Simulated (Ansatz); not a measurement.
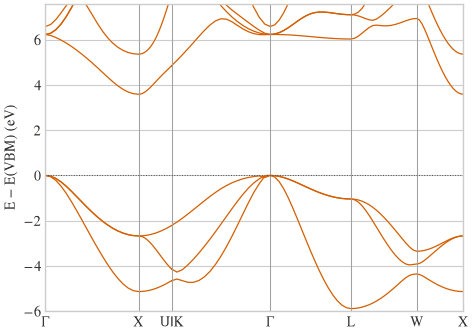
Fig. 1. Band structure from r²SCAN in the plane-wave PAW code Ansatz

Problem. Read off the gap and where the band edges lie.

Solution. About 3.6 eV (3.59 eV by a search for the band edges); maximum at Γ, minimum at X.

Problem. Which of these materials gives this?
A. ZnSe, zinc blende
B. BeTe, zinc blende
C. BeS, zinc blende
D. AlN, zinc blende

Solution. C, BeS, zinc blende

Space group F-43m (zinc blende). Symmetry was held in the r²SCAN relaxation.

Potentials: the earlier of the program's two PAW sets. The files were generated under PBE; for other functionals the program regenerates the frozen cores, and for LDA and PBEsol the local potential too.
